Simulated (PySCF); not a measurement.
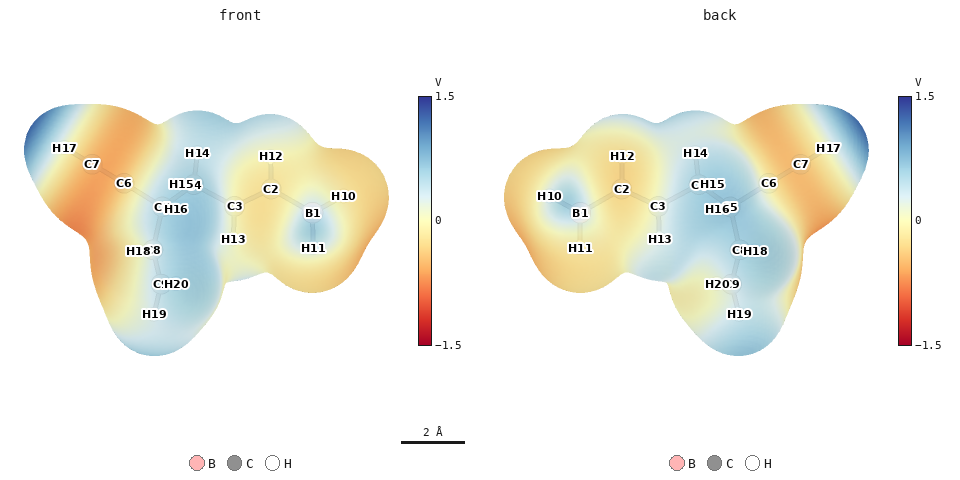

C8H11B. The electrostatic potential painted on the density surface at 0.001 e/bohr³, seen from the front and from behind; red is negative and blue positive.

Geometry: GFN2-xTB.

Theory: PBE0/pcSseg-1, SCF density, gas phase, non-relativistic in PySCF 2.14.0.

Input file:

```
{"job": {"kind": "nmr", "xc": "PBE0", "basis": "pcSseg-1"}, "charge": 0, "multiplicity": 1}
B      3.711658    -0.081357     0.121287
C      2.404080     0.660595    -0.193980
C      1.236157     0.043010    -0.413477
C     -0.053922     0.720279    -0.726761
C     -1.155663     0.323758     0.285493
C     -2.367840     1.071234    -0.004355
C     -3.373674     1.657348    -0.281225
C     -1.463715    -1.145498     0.204939
C     -1.282836    -1.996056     1.196668
H      4.700397     0.515161     0.309837
H      3.717237    -1.250283     0.175190
H      2.395939     1.745489    -0.255784
H      1.183125    -1.037743    -0.358946
H      0.069470     1.805620    -0.718039
H     -0.384992     0.421449    -1.726788
H     -0.815461     0.577025     1.296577
H     -4.254260     2.182152    -0.503758
H     -1.864629    -1.476429    -0.744563
H     -1.519061    -3.042304     1.100227
H     -0.887160    -1.682770     2.149577
```

Command:

```sh
OMP_NUM_THREADS=1 python probes_run.py task.json out
```

Which sites attract a positive test charge, and which a negative one?

A positive charge is drawn to the negative regions and a negative charge to the positive ones. The most negative region (about −0.7 V) lies over C6 and C7, the most positive (about +1.2 V) over H17.

What dipole moment does the calculation give?

Its dipole moment is 1.45 D.
